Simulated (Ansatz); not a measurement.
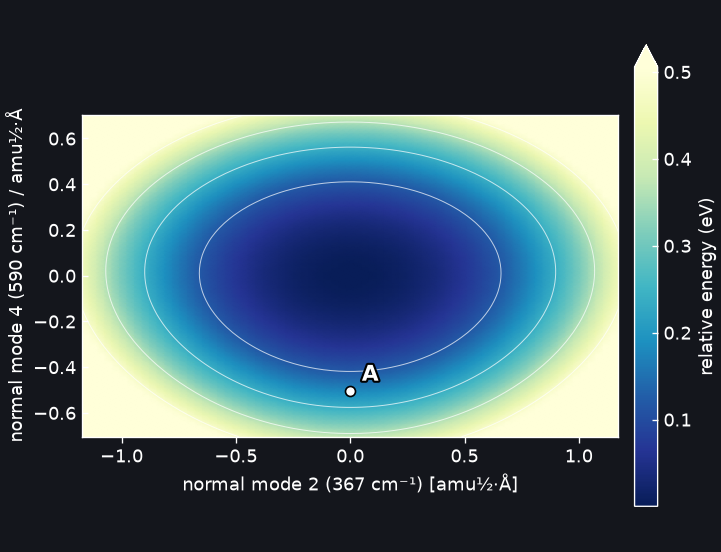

CH₂FNSi, SMILES FC1=N[SiH2]1. 
- Coordinates scanned: (1) normal mode 2 (367 cm⁻¹); (2) normal mode 4 (590 cm⁻¹).
- Nothing is relaxed (straight displacements along the two mass-weighted modes).
- Grid: 15 × 15 points; 120 points were computed and 105 follow by symmetry.
- Points are written as (first, second).
- All energies are given in eV relative to the lowest grid point.
- Level of theory: Ansatz 0.2.0, RKS SPW92 (LDA)/def2-TZVP.

In the figure: a smooth colour map with a few white contour lines, one colour for all values above the top of the scale, the point A. Between grid points the surface is interpolated.

Which way does the force act at A, and how strong is it?

A, at (0.000 amu½·Å, −0.503 amu½·Å), is not a stationary point. The computed force is nearly zero along normal mode 2 (367 cm⁻¹) and 0.77 eV for each amu½·Å towards larger values of normal mode 4 (590 cm⁻¹).
